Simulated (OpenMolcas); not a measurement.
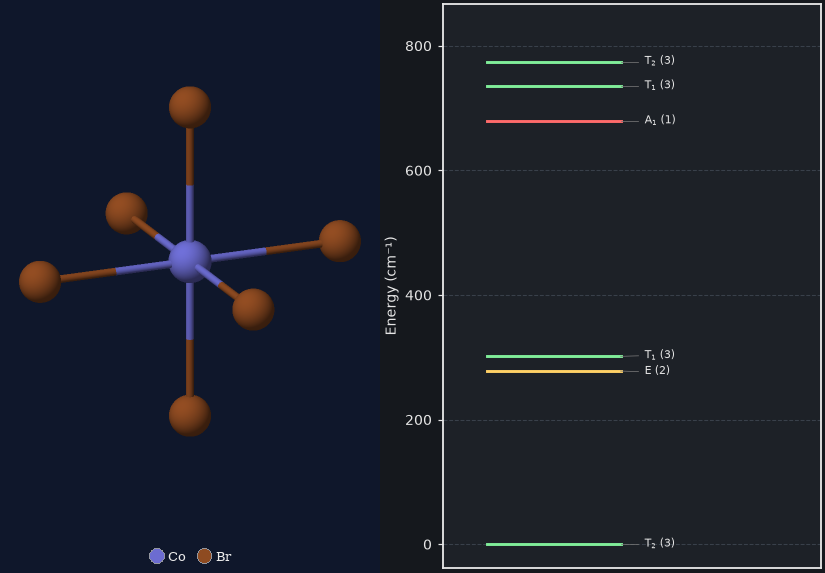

Co³⁺ (3d⁶) as a dopant in Cs₂NaYBr₆, a cluster with its 6 nearest Br⁻ at 2.720 Å (octahedron) embedded in model potentials and point charges; the geometry was set, not optimised, and its levels. Labels give the representation in O, Td, D4 or D3 as the site allows (double group for half-integer spin) where it could be assigned and, in brackets, the degeneracy; spin-free states, where drawn, share the zero of the spin-orbit levels. The calculation used state-averaged CASSCF, active space 6 electrons in the shell 3d, basis ANO-RCC-VDZP on all atoms, DKH2 scalar Hamiltonian, spin-orbit coupling by RASSI with atomic mean-field integrals (OpenMolcas).

Question: Give the ground level and the first gap.

Answer: The ground level is T₂, 3-fold degenerate, 100 % from states of spin multiplicity 5. The next level lies at 278 cm⁻¹ (E). The active orbitals hold 86 to 98 % metal character (Löwdin), and the Mulliken charge of the metal is +0.77.

Limits of the model: small active space favours high spin, ground spin may be wrong; covalent bonds, ligand orbitals missing from the active space; the geometry is set by hand, with no relaxation and no charge compensation.
